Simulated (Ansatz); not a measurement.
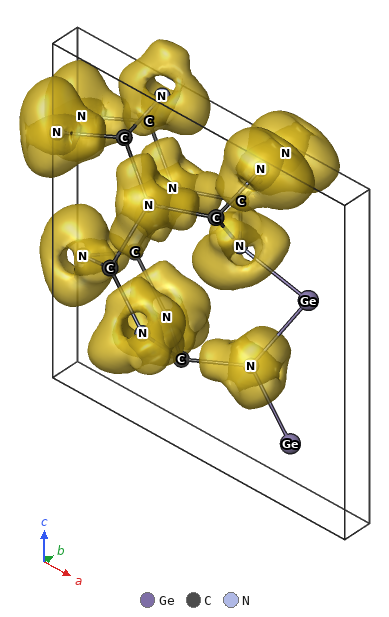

The picture shows: GeC$_{2}$N$_{4}$. Isosurface of the electron localisation function at 0.7 (yellow), seen slightly off an axis. Only the valence region is drawn (cores and ρ < 0.01 e/Å³ removed). Sticks mark near contacts.

Space group Pm; a structure from a database of computed crystals, not necessarily the ambient phase; started from the beta-nitride host prototype, which need not be the ambient phase.

Method: DFT, r2SCAN, plane waves, PAW in Ansatz.

Core electrons are frozen (PAW), and the valence fields are smoothed inside the atomic spheres.

**Where are the electrons localised?**

The ELF exceeds this value in eight regions on N in which the atom's valence shell and bonds are merged, counted in one cell of 14 atoms. Regions shared between cells count once.

Values along the shortest contacts:
C–N (1.40 Å): the ELF peaks at about 0.90 between the atoms, as expected for localised, covalent bonding. Ge–N (1.73 Å): the ELF peaks at about 0.85 in the valence shell of N, 0.6 Å from its nucleus, and is about 0.65 at the midpoint.
